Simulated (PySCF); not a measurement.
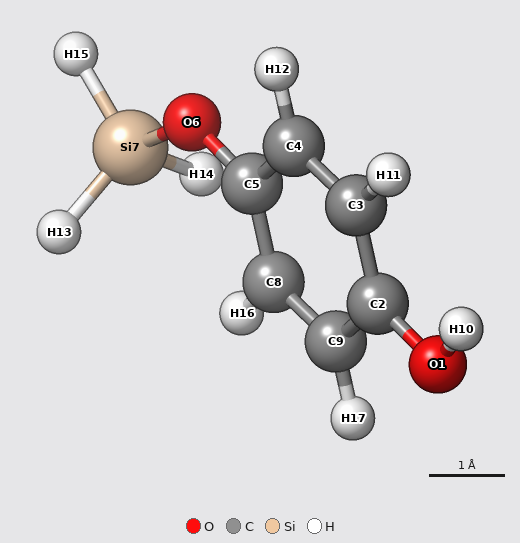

Figure 1. The input geometry of run A (ball-and-stick view, seen at a tilt; atoms are numbered from 1 in the order of the input). Bond lengths as drawn: C–C 1.39 to 1.40 Å, C–H 1.09 Å, C–O 1.35 to 1.36 Å, H–O 0.96 Å, H–Si 1.49 Å and O–Si 1.68 Å.

# What a change does: NMR shielding calculation on C6H8O2Si

System: C6H8O2Si, SMILES Oc1ccc(O[SiH3])cc1.
Method of run A: GIAO PBE0/pcSseg-1 NMR shielding, non-relativistic, IEF-PCM acetonitrile (PySCF 2.14.0).

The geometry comes from this level: PBE0-D3(BJ)/def2-SVP. Text and figures count atoms from 1; the logs count them from 0 in places.

## Input, run A
```
{"job": {"kind": "nmr", "xc": "PBE0", "basis": "pcSseg-1", "solvent": "acetonitrile", "pop": true}, "charge": 0, "multiplicity": 1}
O     -3.461528    -0.779727     0.140522
C     -2.182011    -0.341427     0.172431
C     -1.841463     1.013709     0.112413
C     -0.509102     1.411639     0.151138
C      0.509816     0.462305     0.250774
O      1.791435     0.906848     0.287757
Si     3.203496     0.009515     0.372904
C      0.169393    -0.893133     0.309362
C     -1.163304    -1.291602     0.270184
H     -4.052883    -0.023608     0.069614
H     -2.629199     1.769755     0.034384
H     -0.237056     2.467600     0.104978
H      3.319479    -0.908485    -0.800146
H      3.244543    -0.800450     1.627739
H      4.300658     1.011099     0.363622
H      0.950207    -1.654982     0.387868
H     -1.432832    -2.348310     0.315698
```

The first line tells a small driver script what to run in PySCF; the rest is the geometry in Å.

Command:
```bash
OMP_NUM_THREADS=1 python <driver script> task.json out
```

Hardware: 1 CPU thread, shared host.

## Output (run A)
```
coarse grid: 15272 points
cycle   1  E = -672.6275992040  dE =  1.504e+00  |g| = 7.846e-01  |ddm| = 4.092e+00
cycle   2  E = -672.5308427593  dE =  9.676e-02  |g| = 1.091e+00  |ddm| = 1.570e+00
cycle   3  E = -672.7355284396  dE = -2.047e-01  |g| = 1.287e-01  |ddm| = 1.015e+00
cycle   4  E = -672.7386910224  dE = -3.163e-03  |g| = 4.024e-02  |ddm| = 1.328e-01
cycle   5  E = -672.7390214089  dE = -3.304e-04  |g| = 1.251e-02  |ddm| = 4.072e-02
cycle   6  E = -672.7390532048  dE = -3.180e-05  |g| = 3.546e-03  |ddm| = 1.344e-02
cycle   7  E = -672.7390558971  dE = -2.692e-06  |g| = 9.737e-04  |ddm| = 3.924e-03
final grid: 144568 points
cycle   8  E = -672.8105425526  dE = -2.561e-05  |g| = 1.081e-02  |ddm| = 4.083e-02
cycle   9  E = -672.8105146299  dE =  2.792e-05  |g| = 1.649e-02  |ddm| = 2.112e-02
cycle  10  E = -672.8105649033  dE = -5.027e-05  |g| = 1.008e-03  |ddm| = 1.313e-02
cycle  11  E = -672.8105651198  dE = -2.165e-07  |g| = 2.327e-04  |ddm| = 1.079e-03
cycle  12  E = -672.8105651286  dE = -8.814e-09  |g| = 1.109e-04  |ddm| = 2.609e-04
cycle  13  E = -672.8105651309  dE = -2.324e-09  |g| = 2.401e-05  |ddm| = 1.139e-04
cycle  14  E = -672.8105651310  dE = -1.160e-10  |g| = 5.778e-06  |ddm| = 2.740e-05
converged SCF energy = -672.8105651310

GIAO shielding tensors (ppm)
atom      isotropic    diamagn.    paramagn.     s11        s22        s33       span
  0 O      223.611     387.781    -164.170    172.879    240.682    257.272     84.393
  1 C       27.848     257.659    -229.811    -60.671     20.490    123.723    184.394
  2 C       64.890     257.004    -192.114    -18.311     54.786    158.196    176.507
  3 C       59.466     254.576    -195.110    -28.494     46.847    160.047    188.541
  4 C       29.662     254.093    -224.431    -57.245     30.353    115.877    173.122
  5 O      248.899     398.244    -149.345    178.381    262.365    305.951    127.569
  6 Si     387.213     878.218    -491.005    345.441    354.413    461.786    116.344
  7 C       64.480     260.162    -195.681    -22.459     49.280    166.621    189.080
  8 C       65.011     252.802    -187.791    -20.048     50.256    164.825    184.873
  9 H       26.542      29.883      -3.341     18.124     24.980     36.520     18.395
 10 H       24.288      30.903      -6.615     20.367     25.319     27.177      6.810
 11 H       24.124      31.379      -7.255     20.261     24.440     27.670      7.409
 12 H       26.177      28.698      -2.521     23.225     24.488     30.819      7.594
 13 H       26.162      28.237      -2.075     23.180     24.476     30.830      7.650
 14 H       26.310      27.491      -1.181     22.684     24.907     31.341      8.657
 15 H       24.320      33.385      -9.065     20.100     24.486     28.374      8.274
 16 H       24.201      30.188      -5.988     20.433     24.825     27.344      6.912
```

For run B the input was changed thus:
```diff
-"solvent": "acetonitrile"
-"pop": true
+"solvent": "chloroform"
+"pop": false
```

What does this change do to the results?

The total energy of run B is 2.0 kcal/mol higher: the change of the electrostatic solvation energy at this fixed geometry, without cavity or dispersion terms. The dipole moment goes from 0.82 to 0.75 D. Of all shieldings, the largest change is that of O1, by −1.1 ppm. The number of SCF iterations is the same.

## Output (run B)
```
coarse grid: 15272 points
cycle   1  E = -672.6225913544  dE =  1.509e+00  |g| = 7.885e-01  |ddm| = 4.092e+00
cycle   2  E = -672.5220811591  dE =  1.005e-01  |g| = 1.103e+00  |ddm| = 1.607e+00
cycle   3  E = -672.7319900214  dE = -2.099e-01  |g| = 1.331e-01  |ddm| = 1.043e+00
cycle   4  E = -672.7353743627  dE = -3.384e-03  |g| = 4.167e-02  |ddm| = 1.394e-01
cycle   5  E = -672.7357275887  dE = -3.532e-04  |g| = 1.336e-02  |ddm| = 4.379e-02
cycle   6  E = -672.7357646061  dE = -3.702e-05  |g| = 3.904e-03  |ddm| = 1.503e-02
cycle   7  E = -672.7357679746  dE = -3.369e-06  |g| = 1.104e-03  |ddm| = 4.415e-03
final grid: 144568 points
cycle   8  E = -672.8072848567  dE = -2.517e-05  |g| = 1.086e-02  |ddm| = 4.060e-02
cycle   9  E = -672.8072555476  dE =  2.931e-05  |g| = 1.670e-02  |ddm| = 2.159e-02
cycle  10  E = -672.8073074688  dE = -5.192e-05  |g| = 9.954e-04  |ddm| = 1.350e-02
cycle  11  E = -672.8073076804  dE = -2.117e-07  |g| = 2.333e-04  |ddm| = 1.092e-03
cycle  12  E = -672.8073076896  dE = -9.123e-09  |g| = 1.082e-04  |ddm| = 2.607e-04
cycle  13  E = -672.8073076917  dE = -2.176e-09  |g| = 2.583e-05  |ddm| = 1.130e-04
cycle  14  E = -672.8073076919  dE = -1.353e-10  |g| = 7.057e-06  |ddm| = 3.022e-05
converged SCF energy = -672.8073076919

GIAO shielding tensors (ppm)
atom      isotropic    diamagn.    paramagn.     s11        s22        s33       span
  0 O      222.535     387.038    -164.503    173.641    237.161    256.804     83.164
  1 C       27.981     257.671    -229.690    -60.423     20.599    123.767    184.190
  2 C       65.496     257.296    -191.800    -17.830     57.428    156.889    174.719
  3 C       59.458     254.416    -194.958    -28.460     46.939    159.896    188.357
  4 C       29.512     253.904    -224.392    -57.234     29.880    115.889    173.124
  5 O      248.577     397.940    -149.363    177.509    262.200    306.022    128.513
  6 Si     387.935     878.234    -490.299    345.849    355.242    462.715    116.865
  7 C       64.514     260.264    -195.749    -22.724     50.174    166.093    188.818
  8 C       64.883     252.830    -187.947    -20.235     50.144    164.741    184.976
  9 H       26.892      30.050      -3.159     18.575     25.434     36.666     18.091
 10 H       24.459      31.085      -6.626     20.616     25.405     27.355      6.740
 11 H       24.176      31.372      -7.196     20.315     24.481     27.733      7.418
 12 H       26.188      28.729      -2.541     23.240     24.497     30.826      7.586
 13 H       26.173      28.265      -2.092     23.196     24.486     30.837      7.641
 14 H       26.318      27.508      -1.190     22.694     24.912     31.347      8.653
 15 H       24.409      33.512      -9.104     20.232     24.514     28.480      8.248
 16 H       24.244      30.197      -5.953     20.482     24.838     27.411      6.930
```

## The two runs side by side

```csv
quantity,run A,run B
outcome,converged,converged
total energy (hartree),−672.810565,−672.807308
HOMO (eV),−6.17,−6.13
LUMO (eV),−0.45,−0.41
dipole moment (D),0.82,0.75
shielding of O1 (ppm),223.6,222.5
shielding of C3 (ppm),64.9,65.5
shielding of C5 (ppm),29.7,29.5
shielding of O6 (ppm),248.9,248.6
shielding of Si7 (ppm),387.2,387.9
shielding of H10 (ppm),26.5,26.9
shielding of H11 (ppm),24.3,24.5
SCF iterations,14,14
basis functions,200,200
wall time (shared host),31 s,29 s
```
